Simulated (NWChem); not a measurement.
**PH (SMILES [PH]): UB3LYP/6-31G(d) (Cartesian functions)**

What is the electronic atomisation energy of PH at UB3LYP/6-31G* (Cartesian functions)? 

The calculation is run with NWChem 7.3.0.

19 further runs of the same task are left out: 19 set aside as unsound or not needed. Runs told in other sessions of the task aren't counted.

## 1. The molecule

PH: 2 atoms, total charge 0, spin state triplet. SMILES: `[PH]`. The shape is that of a PBE0-D4/def2-TZVP optimisation.

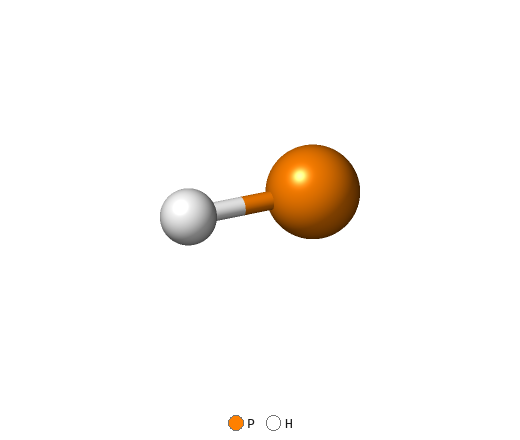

The structure, seen from a chosen angle (phosphorus orange, hydrogen white).

## 2. Energy and gradient at UB3LYP/6-31G(d) (Cartesian functions)

Input file hp.nw:

```
start hp
memory stack 880 mb heap 220 mb global 1100 mb

geometry units angstrom noautosym nocenter noautoz
  P        0.000000       0.000000      -0.014610
  H        0.000000       0.000000       1.413680
end

basis
  * library 6-31G*
end

dft
  xc b3lyp
  mult 3
  grid xfine
  convergence energy 1e-08
  iterations 100
  mulliken
  noprint "final vectors analysis"
end

task dft gradient
```

Launch:

```bash
nwchem hp.nw > hp.out
```

Standard output:

```text
[...]
          Wavefunction type:  spin polarized.
          No. of atoms     :     2
          No. of electrons :    16
[...]
          Charge           :     0
          Spin multiplicity:     3
[...]
          AO basis - number of functions:    21
[...]
              XC Information
              --------------
                         B3LYP Method XC Potential
                     Hartree-Fock (Exact) Exchange  0.200
                        Slater Exchange Functional  0.800 local
                    Becke 1988 Exchange Functional  0.720 non-local
              Lee-Yang-Parr Correlation Functional  0.810
                  VWN I RPA Correlation Functional  0.190 local
[...]
 d= 0,ls=0.0,diis     1   -341.8607592655 -3.47D+02  1.57D-02  3.80D-02     1.0
[...]
 d= 0,ls=0.0,diis     8   -341.8771438764 -8.46D-10  9.13D-07  3.80D-11     5.5
[...]
         Total DFT energy =     -341.877143876398
      One electron energy =     -483.228063430033
           Coulomb energy =      159.361079219186
    Exchange-Corr. energy =      -23.567615598866
 Nuclear repulsion energy =        5.557455933316
[...]
      Total Density - Mulliken Population Analysis
     ---------------------------------------------
    Atom       Charge   Shell Charges
 -----------   ------   -------------------------------------------------------
    1 P   15    14.99   2.00  1.99  5.97  1.40  2.09  0.60  0.97 -0.03
    2 H    1     1.01   0.51  0.50
[...]
      <S2> =      2.0048 (Exact =     2.0000)
[...]
  wavefunction    = open shell
                         DFT ENERGY GRADIENTS
    atom               coordinates                        gradient
                 x          y          z           x          y          z
   1 P       0.000000   0.000000  -0.027609    0.000000  -0.000000   0.003337
   2 H       0.000000   0.000000   2.671468   -0.000000   0.000000  -0.003337
[...]
```

Wall time 7.2 s (1 thread of Intel Xeon Platinum 8175M at 2.50GHz (Skylake/Cascade Lake), shared host); peak memory 0.11 GiB.

## 3. The H atom: a single-point energy at UB3LYP/6-31G(d) (Cartesian functions)

Input file mymol.nw:

```
START mymol
TITLE "H energy"
memory stack 880 mb heap 220 mb global 1100 mb
charge 0

GEOMETRY units angstrom noautosym nocenter noautoz
 H        0.000000       0.000000       0.000000
END

BASIS cartesian
 * library 6-31G*
END

DFT
 xc b3lyp
 mult 2
 grid xfine
 convergence energy 1e-08
 maxiter 100
 mulliken
 print low
END

TASK dft energy
```

Launch:

```bash
nwchem mymol.nw > mymol.out
```

Standard output:

```text
[...]
 d= 0,ls=0.0,diis     1     -0.5002642730 -5.00D-01  2.59D-03  1.52D-05     0.2
[...]
 d= 0,ls=0.0,diis     4     -0.5002727824 -2.59D-12  2.84D-08  1.72D-15     0.3
[...]
         Total DFT energy =       -0.500272782422
      One electron energy =       -0.498225558998
           Coulomb energy =        0.315388951665
    Exchange-Corr. energy =       -0.317436175088
 Nuclear repulsion energy =        0.000000000000
[...]
      Total Density - Mulliken Population Analysis
     ---------------------------------------------
    Atom       Charge   Shell Charges
 -----------   ------   -------------------------------------------------------
    1 H    1     1.00   0.37  0.63
     --------------------------------------------
      Spin Density - Mulliken Population Analysis
     --------------------------------------------
    Atom       Charge   Shell Charges
 -----------   ------   -------------------------------------------------------
    1 H    1     1.00   0.37  0.63
[...]
      <S2> =      0.7500 (Exact =     0.7500)
[...]
```

Run time: 0.95 s. Hardware: 1 thread of Intel Xeon Platinum 8175M at 2.50GHz (Skylake/Cascade Lake), shared host; peak memory 0.1 GiB.

## 4. The P atom: the energy at UB3LYP/6-31G(d) (Cartesian functions)

Input file p.nw:

```
start p
memory stack 880 mb heap 220 mb global 1100 mb

geometry units au noautosym nocenter noautoz
   P    0.00000000   0.00000000   0.00000000
end

basis "ao basis"
   * library 6-31G*
end

dft
   xc b3lyp
   mult 4
   grid xfine
   convergence energy 1e-08
   iterations 100
   mulliken
end

task dft energy
```

Run the same way, it converges to -341.25809 Eh (log not shown).

## 5. Outcome

At UB3LYP/6-31G* (Cartesian functions):

```
                                  quantity          value
                    molecule: total energy  -341.87714 Eh
                   molecule: dipole moment         0.67 D
                            molecule: ⟨S²⟩          2.005
        molecule: largest force on an atom     0.172 eV/Å
                      H atom: total energy    -0.50027 Eh
                              H atom: ⟨S²⟩          0.750
                      P atom: total energy  -341.25809 Eh
P atom: HOMO energy (highest over α and β)       -7.04 eV
 P atom: LUMO energy (lowest over α and β)       -3.07 eV
                              P atom: ⟨S²⟩          3.750
             electronic atomisation energy       3.232 eV
```

**Reading.** Taking the molecule apart into free atoms costs 3.23 eV (75 kcal/mol), before zero-point energy and without spin-orbit coupling.
